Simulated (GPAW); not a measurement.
# F K edge of KCdF3 (Pm-3m): cell size and cost

How large a supercell does the F K edge of KCdF3 (Pm-3m) need, and what does it cost? The absorber has 2 Cd at 2.19 Å (linear, site symmetry 4/mmm).

The runs were made apart and are set side by side; the one with the holes farthest apart serves as the reference. All curves get a further Gaussian of 1.5 eV full width, so that line shapes and meshes matter less.

## (1) Cost and result by level

| run | hole distance (Å) | k mesh | core time | raw zero (eV) | zero less the added terms (eV) | r.m.s. from the reference after the best shift (%) |
| --- | --- | --- | --- | --- | --- | --- |
| GPAW LDA, 10 atoms | 6.2 | 5×5×5 | 4.6 min | 687.7 | 677.8 | 6 |
| GPAW LDA, 20 atoms | 7.6 | 3×3×3 | 19 min | 688.0 | 678.1 | - |

Times are from shared hosts. The zero: total-energy differences plus the lowest empty eigenvalue of the charged cell, less 9.9 eV, the free-atom term for the hole's spin; LDA puts this hole about 5 eV below PBE, itself good to a few eV.

| E (eV) | GPAW LDA, 10 atoms | GPAW LDA, 20 atoms |
| --- | --- | --- |
| -2.0 | 0.00 | 0.00 |
| -0.5 | 0.01 | 0.01 |
| 1.0 | 0.20 | 0.25 |
| 2.5 | 0.81 | 1.08 |
| 4.0 | 1.17 | 1.37 |
| 5.5 | 2.04 | 2.16 |
| 7.0 | 1.79 | 1.54 |
| 8.5 | 1.12 | 0.89 |
| 10.0 | 0.98 | 0.89 |
| 11.5 | 0.59 | 0.51 |
| 13.0 | 0.36 | 0.40 |
| 14.5 | 0.77 | 0.96 |
| 16.0 | 1.37 | 1.38 |
| 17.5 | 1.23 | 1.01 |
| 19.0 | 0.74 | 0.72 |
| 20.5 | 0.74 | 0.87 |
| 22.0 | 1.08 | 1.16 |
| 23.5 | 1.40 | 1.34 |
| 25.0 | 1.58 | 1.49 |
| 26.5 | 1.62 | 1.68 |
| 28.0 | 1.59 | 1.68 |
| 29.5 | 1.44 | 1.36 |
| 31.0 | 1.16 | 0.99 |

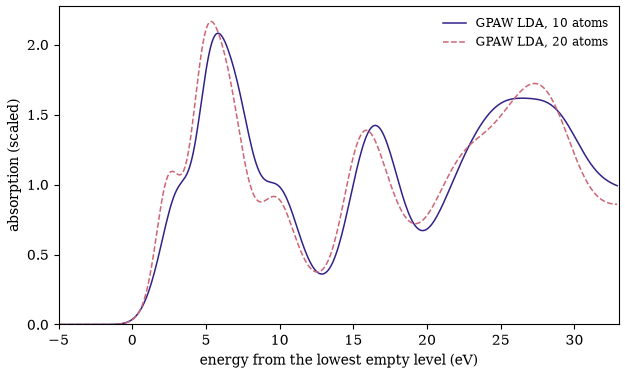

The spectra after the common broadening.

## (2) Reading

The smallest cell differs from the reference by 6 % r.m.s. after a shift of 0.4 eV at 0.24 of its cost, so it already gives the shape. Its highest intensity below 16 eV lies at 5.8 eV against 5.3 eV. Whether the reference itself is converged wasn't tested.

 Lifetime broadening is put in by hand, and intensities beyond about 20 eV depend on it. Meshes are coarse enough for small ripples in KCdF3 (Pm-3m) and KCdF3 (Pm-3m). Some cells keep the holes under 6.5 Å apart, so shapes are probably not fully converged. The structures are entries of the Materials Project (computed), used as given.

[Hosts, paths, dates, database ids (printed as entryN), source tags and the programs' standing remarks are cut or masked in the printed files.]
